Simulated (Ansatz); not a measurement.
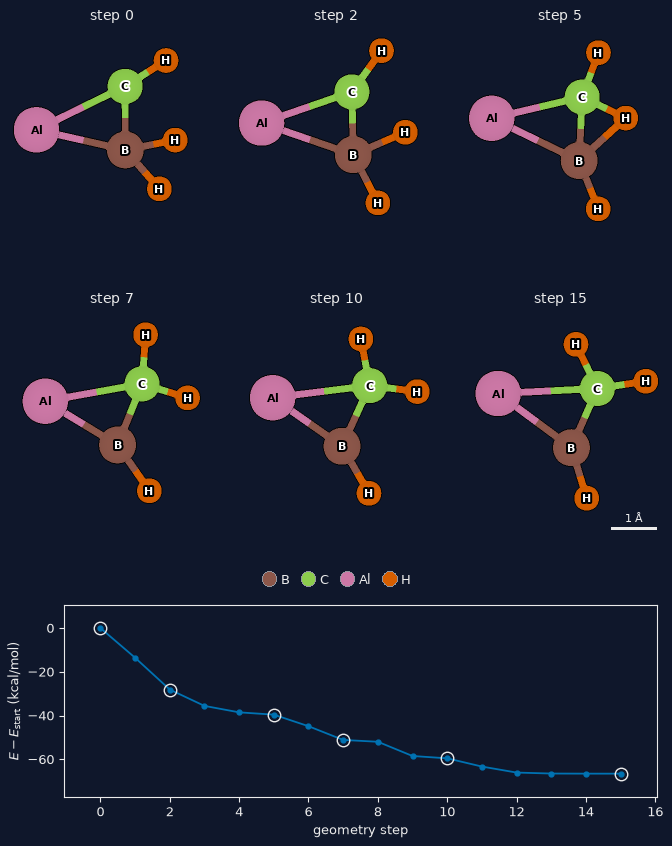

Frames of a relaxation of CH3AlB (multiplicity 2), marked on the history of the run. A ball-and-stick model, seen face on.

It is one of the separated reactants of a reaction.

All numbers below come from UKS PBE-D4/def2-SVP in Ansatz 0.2.0. (force threshold 0.03 eV/Å; at most 250 steps)

Describe the path.

An H atom moves most after the best rigid fit: 1.08 Å. Largest moves by element: H 1.08 Å, C 0.71 Å, Al 0.53 Å, B 0.34 Å. Some distances before and after: B–H 1.150 → 2.252 Å, C–H 1.675 → 1.110 Å, C–H 1.092 → 1.122 Å, B–H 1.183 → 1.205 Å. New bonds form: C–H (1.67 → 1.11 Å). Bonds break: B–H (1.15 → 2.25 Å). Bond angles that change, for instance: Al–C–H 173.8° → 66.6°, B–C–H 121.7° → 130.6°. Over 15 geometry steps the energy falls by 66.6 kcal/mol. Largest force component: 2.5 eV/Å at the start, 0.0053 eV/Å at the end. From step 0 to 2: an H atom moves most (0.34 Å), energy −28.1 kcal/mol. From step 2 to 5: an H atom moves most (0.33 Å), energy −11.5 kcal/mol. From step 5 to 7: the B atom moves most (0.30 Å), energy −11.6 kcal/mol. From step 7 to 10: an H atom moves most (0.21 Å), energy −8.41 kcal/mol. From step 10 to 15: an H atom moves most (0.24 Å), energy −7.01 kcal/mol.
